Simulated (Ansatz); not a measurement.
# C3H7Al: a ladder of functionals and wavefunction methods

Aim: compute C3H7Al with functionals from several rungs and with coupled cluster. The yardstick is the atomisation energy at the CCSD(T) limit.

The runs use Ansatz 0.2.0, Gaussian basis; functionals in def2-TZVPP, the program's frozen cores in correlated methods.

Levels to be run: LDA (SPW92), PBE-D4, revPBE-D4, BLYP-D4, r2SCAN-D4, B97M-V, PBE0-D4, B3LYP-D4, r2SCANh-D4, r2SCAN0-D4, HSE06-D4, BHLYP-D4, CAM-B3LYP-D4, LC-ωPBE, ωB97X-V, ωB97M-V, B2PLYP, PBE-QIDH; CCSD(T)/def2-SVP; CCSD(T)/def2-TZVPP; MP2/def2-QZVPP; extrapolation to the limit; RPA on PBE.

### 1 The relaxed structure

All runs share one geometry, relaxed beforehand with PBE0-D4 in a triple-zeta def2 set.

SMILES `C/C=[CH]/[AlH2]`, 11 atoms, charge 0, spin multiplicity 1.

Atoms are counted from 1 here; the program's logs count them from 0.

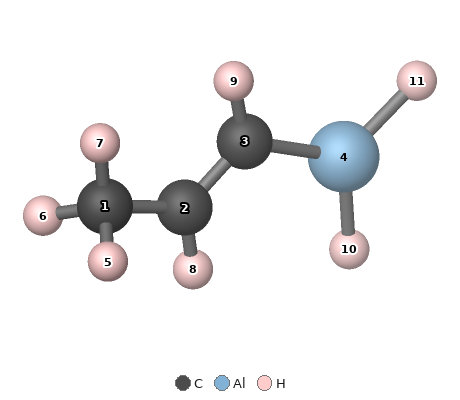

The structure; carbon dark grey, aluminium light blue, hydrogen pink; atoms are numbered from 1 in the order of the file.

### 2 LDA

This LDA is Slater exchange with PW92 correlation.

Contents of in.yaml:

```yaml
crystal:
  periodic: [false, false, false]
  atoms:
    - {symbol: C, position_ang: [-0.581483, 1.798575, 0.173245]}
    - {symbol: C, position_ang: [-0.422453, 0.333416, -0.044181]}
    - {symbol: C, position_ang: [0.705261, -0.374242, 0.110959]}
    - {symbol: Al, position_ang: [0.698962, -2.273722, -0.225200]}
    - {symbol: H, position_ang: [-1.344901, 1.996790, 0.932981]}
    - {symbol: H, position_ang: [-0.924658, 2.290840, -0.742863]}
    - {symbol: H, position_ang: [0.354455, 2.262167, 0.489137]}
    - {symbol: H, position_ang: [-1.331083, -0.184065, -0.360014]}
    - {symbol: H, position_ang: [1.587966, 0.184856, 0.427652]}
    - {symbol: H, position_ang: [-0.679478, -2.924413, -0.678040]}
    - {symbol: H, position_ang: [2.002712, -3.167202, -0.063074]}
basis:
  gaussian: {orbitals: def2-TZVPP}
hamiltonian: {xc: lda}
output: {orbitals: {seedname: orbitals}}
```

Command:

```
> ansatz run in.yaml --threads 2 --pin off --events-out ev --progress --plain --max-ram 4352MiB
```

After this run come: PBE-D4 (GGA); revPBE-D4 (GGA); BLYP-D4 (GGA); r2SCAN-D4 (meta-GGA); B97M-V (meta-GGA); B3LYP-D4 (hybrid); r2SCANh-D4 (hybrid); r2SCAN0-D4 (hybrid); HSE06-D4 (hybrid); BHLYP-D4 (hybrid); CAM-B3LYP-D4 (range-separated); LC-ωPBE (range-separated); ωB97X-V (range-separated); ωB97M-V (range-separated); B2PLYP (double hybrid); PBE-QIDH (double hybrid); CCSD(T) in def2-SVP; CCSD(T) in def2-TZVPP; MP2 in def2-QZVPP; RPA on PBE orbitals.

Before running them: what should the planned runs give, taken together? Wanted: atomisation energy, CCSD(T)/CBS; farthest beyond LDA; mean size of error, GGA; mean size of error, meta-GGA; mean size of error, hybrid; mean size of error, range-separated; mean size of error, double hybrid; gap, smallest and largest; T1 diagnostic.

As calculated:

| quantity | value |
| --- | --- |
| atomisation energy, CCSD(T)/CBS | 4032.2 kJ/mol |
| functionals within 20.2 kJ/mol (0.5 %) | BLYP-D4, r2SCAN-D4, PBE0-D4, B3LYP-D4, r2SCANh-D4, HSE06-D4, CAM-B3LYP-D4, LC-ωPBE, ωB97X-V, ωB97M-V, PBE-QIDH |
| farthest beyond LDA | BHLYP-D4 (-76.3 kJ/mol) |
| mean size of error, GGA | 31.4 kJ/mol |
| mean size of error, meta-GGA | 25.8 kJ/mol |
| mean size of error, hybrid | 23.1 kJ/mol |
| mean size of error, range-separated | 12.3 kJ/mol |
| mean size of error, double hybrid | 24.2 kJ/mol |
| gap, smallest and largest | 4.27 eV (LDA (SPW92)), 10.88 eV (LC-ωPBE) |
| T1 diagnostic | 0.0107 |
| triples share of the correlation energy | 4.0 % |

What this shows: LDA overbinds by 497.3 kJ/mol (12 %). PBE-D4 is off by +53.6 kJ/mol. Double hybrids carry the basis error of their MP2 part in triple zeta, and no dispersion term here, so their miss is partly the set-up's. Taken by rung, range-separated functionals do best (12.3 kJ/mol on average) and GGA ones worst beyond LDA (31.4 kJ/mol). Misses under about 20.2 kJ/mol are within the doubt on the reference itself, which lacks core-valence correlation, relativity and higher excitations. Hartree-Fock recovers 76 % of the binding; the rest is correlation. CCSD(T) in def2-SVP is off by -158.3 kJ/mol, more than most functionals: a good method in a small basis is no reference. Orbital gaps span 4.3 to 10.9 eV; exact exchange widens them.
